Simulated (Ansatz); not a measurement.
```xyz
6
Lattice="3.6170 0.0000 0.0000 0.0000 3.8662 0.0000 0.0000 0.0000 10.5647" Properties=species:S:1:pos:R:3 pbc="T T T"
Rb    0.0000    1.9331    7.0199
Zr    0.0000    0.0000    0.6310
Zr    1.8085    0.0000    3.6015
Si    1.8085    1.9331    1.6998
Si    1.8085    1.9331    9.9468
Si    0.0000    1.9331    3.5128
```

Space group Pmm2; a structure from a database of computed crystals, not necessarily the ambient phase; a generated structure, not necessarily the stable one; computed without spin polarisation.

Theory: DFT PBE, scalar-relativistic, plane waves, PAW in Ansatz.

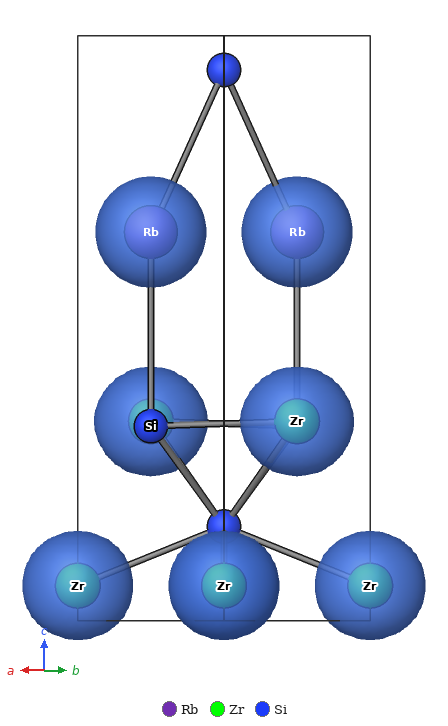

RbZr2Si3. Isosurface of the valence pseudo-density at 0.6 e/Å³ (blue), seen along [110]. Sticks mark near contacts.

### What does this surface tell about the bonding?

At this value the density breaks into separate islands; it holds about 50 % of the electrons treated as valence (semicore included). It bridges none of the near contacts. It is pinched off along the shortest Si–Si (2.32 Å), Zr–Si (2.65 Å), Rb–Si (3.44 Å) and Si–Si (2.56 Å) contacts. On the grid the lowest density along these lines, outside the cores, is 0.45 e/Å³ (Si–Si, 2.32 Å), 0.34 e/Å³ (Zr–Si, 2.65 Å), 0.08 e/Å³ (Rb–Si, 3.44 Å) and 0.37 e/Å³ (Si–Si, 2.56 Å).

### How much charge does the calculation move between the atoms?

Electrons move from Rb and Zr towards Si. Bader charges: Rb +0.62, Zr +1.01 to +1.38 and Si −1.05 to −0.92 e.
